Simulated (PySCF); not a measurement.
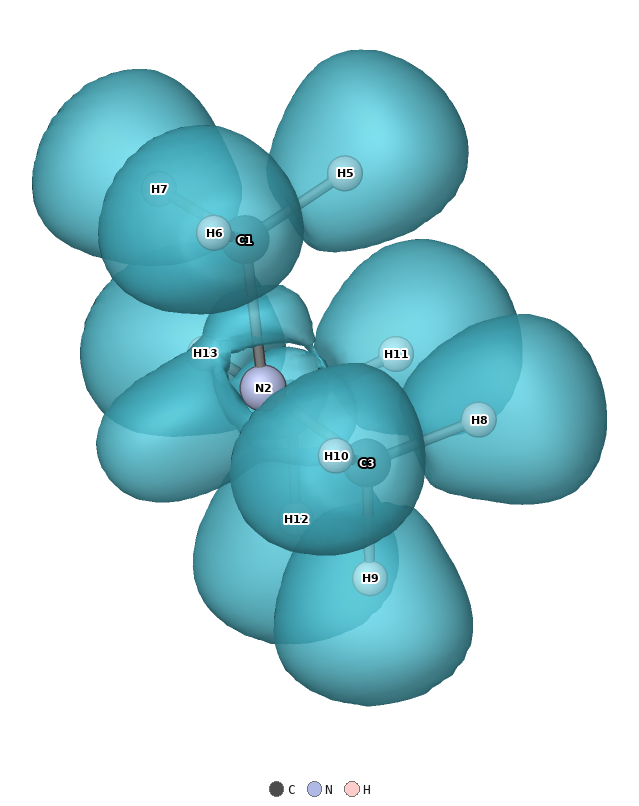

*C3H9N. Isosurface of the electron localisation function at 0.75 (cyan), seen at an oblique angle. Only the valence region is drawn (cores and ρ < 0.01 e/Å³ removed).*

Geometry: PBE0-D3(BJ)/def2-SVP.

The calculation used wB97X-D/def2-SVPD, SCF density, gas phase in PySCF 2.14.0.

Input file:

```
{"job": {"kind": "uv", "xc": "wB97X-D", "basis": "def2-SVPD", "ip": true}, "charge": 0, "multiplicity": 1}
C      0.257164     1.271149     0.563528
N     -0.127142    -0.113158     0.493275
C      0.975635    -0.975742     0.163222
C     -1.267399    -0.326189    -0.357198
H      0.607293     1.683967    -0.411988
H      1.073090     1.402532     1.291499
H     -0.593459     1.884916     0.898770
H      1.392281    -0.792400    -0.855292
H      0.659910    -2.029911     0.207704
H      1.794084    -0.840039     0.887331
H     -1.076742    -0.070096    -1.426177
H     -1.578657    -1.381742    -0.317930
H     -2.116147     0.286768    -0.015337
```

Launched as:

```sh
OMP_NUM_THREADS=1 python probes_run.py task.json out
```

**Describe the localisation domains.**

At this value the surface marks out nine regions around hydrogen nuclei and one region on N in which the atom's valence shell and bonds are merged. Profiles from the grid: C–N (1.44 Å): the ELF peaks at about 0.95 between the atoms; localised, covalent bonding. C–H (1.10 Å): the ELF climbs to about 1 towards the hydrogen, as it does in any bond to H (a covalent bond by its length).
